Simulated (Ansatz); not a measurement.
# Si2H4 (SMILES [SiH][SiH3]) at 6 levels

We compute a comparison of 6 runs (U-r2SCAN/STO-3G, U-wB97M-V/STO-3G, U-wB97X/STO-3G, UB2PLYP/STO-3G, UCCSDT(Q)/STO-3G, UCCSDT/STO-3G) of Si2H4. 

The results are computed with Ansatz 0.2.0.

29 further runs of the same task are left out: 29 set aside as unsound or not needed.

### 1 Starting point

Si2H4 has 6 atoms, charge 0, and is taken as a triplet. As SMILES, `[SiH][SiH3]`. The Si2–Si1 distance was set to 4.507 Å, away from the relaxed value. At this shape a bond of the SMILES string is far longer than usual.

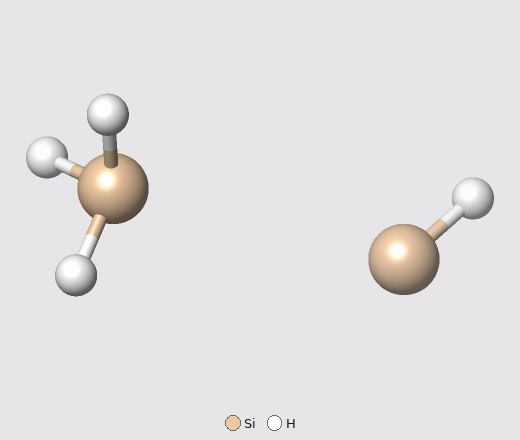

Viewed from a chosen angle; silicon light orange, hydrogen white.

### 2 A single-point energy at U-r2SCAN/STO-3G (run 1)

run.yaml

```yaml
crystal:
  periodic: [false, false, false]
  atoms:
    - symbol: Si
      position_ang: [0.945572, -3.675036, 0.820362]
    - symbol: Si
      position_ang: [-0.300130, 0.523270, -0.245660]
    - symbol: H
      position_ang: [2.050782, -4.116976, 1.688772]
    - symbol: H
      position_ang: [-1.456530, 0.376070, -1.136010]
    - symbol: H
      position_ang: [0.714920, 1.325330, -0.951090]
    - symbol: H
      position_ang: [-0.708920, 1.369020, 0.889660]
basis:
  gaussian:
    orbitals: STO-3G
hamiltonian:
  xc: {name: r2SCAN}
accuracy: high
magnetization:
  spin_polarized: true
  initial_magnetization: 2
```

Run with:

```bash
$ ansatz run run.yaml --threads 1 --pin off --max-ram 2610MiB --events-out events.jsonl --progress --plain --runs-dir runs
```

What it wrote:

```text
Warning: RAYON_NUM_THREADS=1 ignored (pool sized by the plan → 1); use --threads N
Functional definition: r2SCAN
  name "r2SCAN"
  parameter k0 = 0.174
  parameter k1 = 0.065
  parameter a1 = 4.9479
  exchange = r2scan_x(k0 = k0, k1 = k1, a1 = a1)
  correlation = r2scan_c
344 factors; integrals over basis functions are off by at most 2.4e-9 eV
mean field evaluation 1: about -15628.7262 eV, gradient 9.2e0 eV
mean field evaluation 2: about -15629.0506 eV, gradient 6.3e0 eV
mean field evaluation 4: about -15629.3692 eV, gradient 1.3e-1 eV
mean field evaluation 8: about -15629.3264 eV, gradient 2.2e-3 eV
mean field evaluation 16: about -15629.3264 eV, gradient 6.6e-5 eV
mean field evaluation 32: about -15629.3282 eV, gradient 1.2e-3 eV
mean field evaluation 64: about -15629.3307 eV, gradient 3.0e-3 eV
mean field -15629.32817811 eV, -574.3672166064 hartree, gradient 1.2e-8 eV, S^2 2.002484; 5 other end points of the search recorded, 0 dependent functions left out
reference -15629.32817932 eV, -574.3672166509 hartree; 17, 15 occupied and 5, 7 virtual orbitals, 344 factors
Total energy: -15629.32817932 eV, -574.3672166509 hartree
```

Run time: 26 s. Hardware: 1 thread of AMD EPYC 9R14 (Zen 4), shared host; peak memory 0.27 GiB.

### 3 The energy at U-wB97M-V/STO-3G (run 2)

input.yaml

```yaml
crystal:
  periodic: [false, false, false]
  atoms:
    - {symbol: Si, position_ang: [0.945572, -3.675036, 0.820362]}
    - {symbol: Si, position_ang: [-0.300130, 0.523270, -0.245660]}
    - {symbol: H, position_ang: [2.050782, -4.116976, 1.688772]}
    - {symbol: H, position_ang: [-1.456530, 0.376070, -1.136010]}
    - {symbol: H, position_ang: [0.714920, 1.325330, -0.951090]}
    - {symbol: H, position_ang: [-0.708920, 1.369020, 0.889660]}
basis:
  gaussian: {orbitals: STO-3G}
accuracy: high
magnetization: {spin_polarized: true, initial_magnetization: 2}
hamiltonian: {xc: {name: wB97M-V}}
```

Run with:

```bash
$ ansatz run input.yaml --threads 1 --pin off --max-ram 2610MiB --events-out events.jsonl --progress --plain --runs-dir runs
```

What it wrote, shortened:

```text
Warning: RAYON_NUM_THREADS=1 ignored (pool sized by the plan → 1); use --threads N
Functional definition: wB97M-V
  name "wB97M-V"
[...]
  gx(w, u) = 1 - cx + cx01*u + cx10*w
  gss(w, u) = css00 + css04*u^4 + css10*w + css20*w^2 + css43*w^4*u^3
  gos(w, u) = cos00 + cos10*w + (cos20 + cos21*u)*w^2 + (cos60 + cos61*u)*w^6
[...]
      + integral(e_c_pw_mod_opposite_spin*gos(b97_w_opposite, b97_u_opposite)) + vv10(b, c)
344 factors; integrals over basis functions are off by at most 2.4e-9 eV
164 factors; integrals over basis functions are off by at most 1.3e-9 eV
[...]
mean field -15631.66230139 eV, -574.4529940546 hartree, gradient 4.8e-8 eV, S^2 2.000811; 2 other end points of the search recorded, 0 dependent functions left out
reference -15631.66230478 eV, -574.4529941795 hartree; 17, 15 occupied and 5, 7 virtual orbitals, 344 factors
Total energy: -15631.66230478 eV, -574.4529941795 hartree
```

Wall time 33 s (1 thread of AMD EPYC 9R14 (Zen 4), shared host); peak memory 0.59 GiB.

Runs 3 to 5 aren't shown in full; the table further down has their settings and results.

### 4 The energy at UCCSDT/STO-3G (run 6)

molecule.yaml

```yaml
crystal:
  periodic: [false, false, false]
  atoms:
    - {symbol: Si, position_ang: [0.945572, -3.675036, 0.820362]}
    - {symbol: Si, position_ang: [-0.300130, 0.523270, -0.245660]}
    - {symbol: H, position_ang: [2.050782, -4.116976, 1.688772]}
    - {symbol: H, position_ang: [-1.456530, 0.376070, -1.136010]}
    - {symbol: H, position_ang: [0.714920, 1.325330, -0.951090]}
    - {symbol: H, position_ang: [-0.708920, 1.369020, 0.889660]}
basis:
  gaussian:
    orbitals: STO-3G
scf:
  omitted_lower_state_checks: [cluster_reference, increment]
correlation:
  method: ccsdt
  frozen_orbitals: {H: 0, Si: 5}
magnetization:
  spin_polarized: true
  initial_magnetization: 2
accuracy: high
```

Run with:

```bash
$ ansatz run molecule.yaml --threads 1 --pin off --max-ram 2610MiB --events-out events.jsonl --progress --plain --runs-dir runs
```

What it wrote:

```text
Warning: RAYON_NUM_THREADS=1 ignored (pool sized by the plan → 1); use --threads N
[... 13 lines left out ...]
10 core orbitals not correlated: weight in the atoms' cores, before any rotation towards them, 1.000 or more for the frozen orbitals, at most 0.000 for the correlated occupied ones
[... 51 lines left out ...]
Total energy: -15603.54358458 eV, -573.4196502717 hartree
Checks for a lower state left out: cluster_reference, increment
```

Run time: 0.97 s. Hardware: 1 thread of AMD EPYC 9R14 (Zen 4), shared host.

### 5 The series

```
run             level  frozen core orbitals  energy (Eh)   ⟨S²⟩  wall time
  1   U-r2SCAN/STO-3G                     –  -574.367217  2.002       26 s
  2  U-wB97M-V/STO-3G                     –  -574.452994  2.001       33 s
  3    U-wB97X/STO-3G                     –  -574.402427  2.002       26 s
  4    UB2PLYP/STO-3G                    10  -574.134381  2.002      4.2 s
  5  UCCSDT(Q)/STO-3G                    10  -573.419672  2.004      1.1 s
  6     UCCSDT/STO-3G                    10  -573.419650  2.004     0.97 s
```

### 6 What came out

```
                                           quantity          value
                                run 6: total energy  -573.41965 Eh
run 6: correlation energy (10 core orbitals frozen)      -86.5 mEh
           run 6: ⟨S²⟩ of the reference determinant          2.004
                               run 6: T1 diagnostic          0.005
```

Totals of different functionals can't be ranked against each other. In runs 1, 2, 3, 4, 5, 6 the basis is minimal, so the values are rough. All runs together took 90 s, the longest 33 s.
